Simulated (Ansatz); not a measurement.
# Ligand exchange: C4H4BrN + SiH(CH3)2Br → C5H7N + SiH(CH3)Br2

Species: C4H4BrN `Brc1ccc[nH]1`, singlet; SiH(CH3)2Br, singlet; C5H7N `Cc1ccc[nH]1`, singlet; SiH(CH3)Br2, singlet. The partners trade Br for CH3: C–Br and Si–CH3 bonds give way to C–CH3 and Si–Br.

Shapes, held fixed at every level: PBE0-D4/def2-TZVP. Programs: Ansatz 0.2.0. The zero-point and thermal change to 298 K, harmonic and unscaled (PBE0-D4/def2-TZVP), is +5.0 kJ/mol.

| level | kind | ΔH(298 K) (kJ/mol) | less CCSD(T)/def2-TZVPP | CPU time (sum over the molecules) |
| --- | --- | --- | --- | --- |
| HF/def2-SVP | Hartree–Fock | -132.5 | -22.4 | – |
| SPW92/def2-TZVPP | LDA | -112.1 | -2.0 | 21 s |
| r2SCAN-D4/def2-TZVPP | meta-GGA | -114.5 | -4.4 | 70 s |
| wB97M-V/def2-TZVPP | range-separated hybrid | -114.5 | -4.4 | 3 min |
| B2PLYP/def2-TZVPP | double hybrid | -112.8 | -2.7 | 93 s |
| CCSD/def2-TZVPP | coupled cluster or CI | -112.8 | -2.7 | – |
| CCSD(T)/def2-TZVPP | coupled cluster or CI | -110.1 | 0.0 | 45 min |

The highest level, CCSD(T)/def2-TZVPP, gives ΔH(298 K) = -110.1 kJ/mol; the levels span -132.5 to -110.1. The column of differences is taken from that level and isn't an error. No measured value is set beside it here. Relativity is left out for Br unless named. Correlated rows may include outer-core shells of Br, which these sets cover unevenly. Times are processor times on shared x86 and Arm servers, and rough.

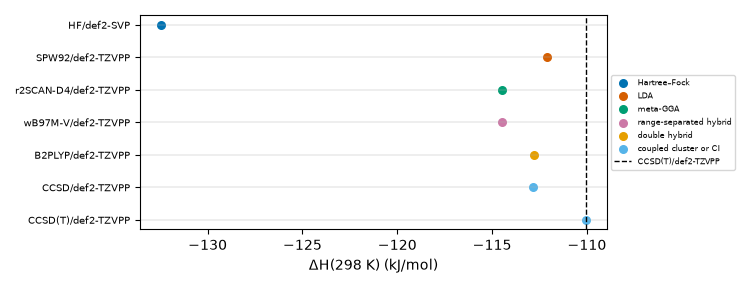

The values of the table, level by level.
